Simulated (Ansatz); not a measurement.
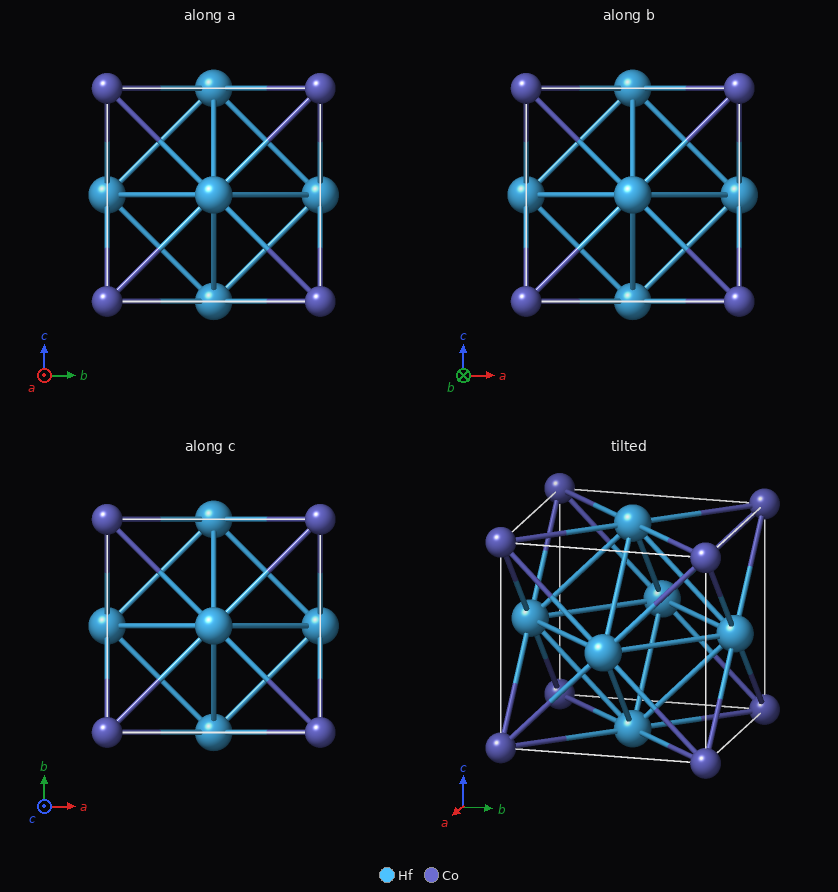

Shown here is a ball-and-stick view of the crystal, taken along the a axis, along the b axis, along the c axis and slightly off an axis. Thin lines show the conventional unit cell, with boundary atoms drawn in all their periodic places.

Lattice parameters: a = 4.240 Å, b = 4.240 Å, c = 4.240 Å, α = 90.00°, β = 90.00°, γ = 90.00°. Put a along x and b in the xy plane.

### Express the structure as a POSCAR file.

```
Hf Co
1.0
     4.240    0.000    0.000
     0.000    4.240    0.000
     0.000    0.000    4.240
Hf Co
3 1
Direct
  0.0000 0.5000 0.5000
  0.5000 0.0000 0.5000
  0.5000 0.5000 0.0000
  0.0000 0.0000 0.0000
```

The cell started as a structure type filled with these elements by a generator (whether the compound takes this form wasn't checked). The final geometry of a relaxation with DFT PBE, scalar-relativistic, plane waves, PAW (Ansatz) is shown.
